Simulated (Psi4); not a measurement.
**[SiF5]− (SMILES F[Si-](F)(F)(F)F) at M06-2X/pcseg-1 (sweep point 2)**

Aim: the vertical ionisation energy of [SiF5]− at M06-2X/pcseg-1 (sweep point 2), from 2 runs. 

Program for the calculation: Psi4 1.11.

## Step 1: Starting point

[SiF5]−: 6 atoms, total charge -1, spin state singlet. SMILES: `F[Si-](F)(F)(F)F`. The shape is that of a PBE0-D4/def2-TZVPD optimisation.

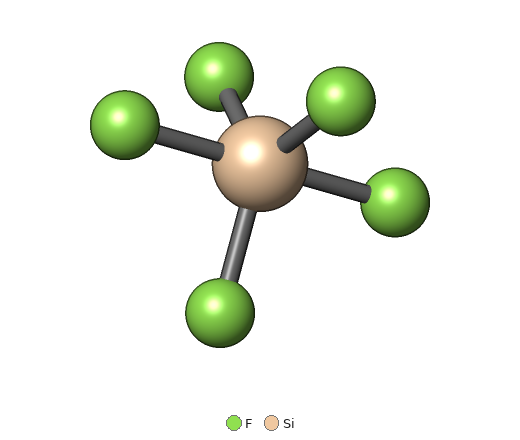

The structure, seen from a chosen angle (fluorine green, silicon light orange).

## Step 2: The energy at M06-2X/pcseg-1 (sweep point 2)

input.dat

```
memory 1.6 GB

molecule {
  -1 1
  F     -0.716900    -1.106000     1.023500
  Si     0.000000     0.000000     0.000000
  F     -1.466700     0.583500    -0.396400
  F      0.651500    -1.218400    -0.860200
  F      0.716500     1.105800    -1.024000
  F      0.815500     0.635100     1.257000
  symmetry c1
}

set {
  basis                pcseg-1
  puream               true
  scf_type             pk
  dft_radial_points    99
  dft_spherical_points 590
}

energy_value, wavefunction = energy("m06-2x", return_wfn=True)
```

The run is started by

```bash
psi4 input.dat output.dat -n 1
```

output.dat:

```text
[...]
  Running in c1 symmetry.
[...]
  Nuclear repulsion =  371.609766715428236
[...]
  Multiplicity = 1
[...]
  Nalpha       = 30
  Nbeta        = 30
[...]
    Number of basis functions: 88
[...]
   @RKS iter   1:  -788.63219822970768   -9.17058e-01   8.39734e-03 ADIIS/DIIS
[...]
   @RKS iter   7:  -788.80468606280874   -1.81166e-07   5.98096e-07 DIIS
[...]
    Orbital Energies [Eh]
    ---------------------
    Doubly Occupied:
       1A    -66.941135     2A    -25.024386     3A    -25.024278
       4A    -25.024258     5A    -24.987571     6A    -24.987537
       7A     -5.467488     8A     -3.786758     9A     -3.786754
      10A     -3.784154    11A     -1.162427    12A     -1.129594
      13A     -1.129544    14A     -1.093842    15A     -1.078564
      16A     -0.483729    17A     -0.407777    18A     -0.407766
      19A     -0.399331    20A     -0.361320    21A     -0.361311
      22A     -0.341963    23A     -0.341911    24A     -0.312944
      25A     -0.311249    26A     -0.288685    27A     -0.278458
      28A     -0.278452    29A     -0.260010    30A     -0.259954
[...]
  @RKS Final Energy:  -788.80468606280874
   => Energetics <=
    Nuclear Repulsion Energy =            371.6097667154282362
    One-Electron Energy =               -1852.8433236768410097
    Two-Electron Energy =                 727.6540701301956915
    DFT Exchange-Correlation Energy =     -35.2251992315915814
    Empirical Dispersion Energy =           0.0000000000000000
    VV10 Nonlocal Energy =                  0.0000000000000000
    Total Energy =                       -788.8046860628087416
[...]
 Multipole Moments:
 ------------------------------------------------------------------------------------
     Multipole            Electronic (a.u.)      Nuclear  (a.u.)        Total (a.u.)
 ------------------------------------------------------------------------------------
 L = 1.  Multiply by 2.5417464519 to convert [e a0] to [Debye]
 Dipole X            :          0.0000967            0.0000218            0.0001185
 Dipole Y            :          0.0000512           -0.0000000            0.0000512
 Dipole Z            :          0.0001463            0.0000218            0.0001681
 Magnitude           :                                                    0.0002120
[...]
```

Run time: 11 s. Hardware: 1 thread of Intel Xeon 6975P-C (Granite Rapids), shared host; peak memory 0.91 GiB.

## Step 3: Doublet neutral SiF5 at the same level

input.dat

```
memory 1600 mb

molecule molecule1 {
  0 2
  F     -0.716900    -1.106000     1.023500
  Si     0.000000     0.000000     0.000000
  F     -1.466700     0.583500    -0.396400
  F      0.651500    -1.218400    -0.860200
  F      0.716500     1.105800    -1.024000
  F      0.815500     0.635100     1.257000
  units angstrom
  symmetry c1
}

set {
  basis pcseg-1
  reference uks
  puream true
  scf_type pk
  dft_radial_points 99
  dft_spherical_points 590
  maxiter 100
}

e_tot, wfn = energy("m06-2x", return_wfn=True)
```

The run is started by

```bash
psi4 -n 1 input.dat output.dat
```

output.dat:

```text
[...]
  Running in c1 symmetry.
[...]
  Nuclear repulsion =  371.609766715428236
[...]
  Multiplicity = 2
[...]
  Nalpha       = 30
  Nbeta        = 29
[...]
    Number of basis functions: 88
[...]
   @UKS iter   1:  -788.40575194533631   -6.90612e-01   5.70455e-03 DIIS/ADIIS
[...]
   @UKS iter  12:  -788.49299605213707   -6.39757e-08   8.96762e-07 DIIS
[...]
   @S^2 Observed:                7.586814394E-01
[...]
    Orbital Energies [Eh]
    ---------------------
    Alpha Occupied:
       1A    -67.217917     2A    -25.331461     3A    -25.327398
       4A    -25.327360     5A    -25.325096     6A    -25.249998
       7A     -5.744710     8A     -4.063694     9A     -4.062727
      10A     -4.062611    11A     -1.459078    12A     -1.423292
      13A     -1.420159    14A     -1.402420    15A     -1.352735
      16A     -0.764936    17A     -0.701010    18A     -0.694873
      19A     -0.675547    20A     -0.669449    21A     -0.643742
      22A     -0.621384    23A     -0.617490    24A     -0.603776
      25A     -0.601607    26A     -0.589039    27A     -0.584559
      28A     -0.574581    29A     -0.547036    30A     -0.524546
    Alpha Virtual:
[...]
  @UKS Final Energy:  -788.49299605213707
   => Energetics <=
    Nuclear Repulsion Energy =            371.6097667154282362
    One-Electron Energy =               -1836.1619804605950321
    Two-Electron Energy =                 711.0461654346108844
    DFT Exchange-Correlation Energy =     -34.9869477415813037
    Empirical Dispersion Energy =           0.0000000000000000
    VV10 Nonlocal Energy =                  0.0000000000000000
    Total Energy =                       -788.4929960521370731
[...]
 Multipole Moments:
 ------------------------------------------------------------------------------------
     Multipole            Electronic (a.u.)      Nuclear  (a.u.)        Total (a.u.)
 ------------------------------------------------------------------------------------
 L = 1.  Multiply by 2.5417464519 to convert [e a0] to [Debye]
 Dipole X            :         -0.2146551            0.0000218           -0.2146333
 Dipole Y            :         -0.1336999           -0.0000000           -0.1336999
 Dipole Z            :         -0.2948486            0.0000218           -0.2948268
 Magnitude           :                                                    0.3884147
[...]
```

It took 25 s on 1 thread of Intel Xeon 6975P-C (Granite Rapids), shared host; peak memory 0.91 GiB.

## Step 4: Results

Level: M06-2X/pcseg-1 (sweep point 2).

```
                                                              quantity          value
                                         singlet [SiF5]−: total energy  -788.80469 Eh
                                          singlet [SiF5]−: HOMO energy       -7.07 eV
                                          singlet [SiF5]−: LUMO energy        8.17 eV
singlet [SiF5]−: HOMO–LUMO gap (to an unbound level, set by the basis)       15.24 eV
                                    doublet neutral SiF5: total energy  -788.49300 Eh
                                   doublet neutral SiF5: dipole moment         0.99 D
              doublet neutral SiF5: HOMO energy (highest over α and β)      -13.34 eV
               doublet neutral SiF5: LUMO energy (lowest over α and β)       -9.97 eV
                                            doublet neutral SiF5: ⟨S²⟩          0.759
                   vertical detachment energy (to the doublet neutral)       8.482 eV
```

What this shows: Removing an electron at fixed nuclei costs 8.48 eV (196 kcal/mol). −ε(HOMO) before ionisation, 7.07 eV, is 1.41 eV below this ionisation energy.
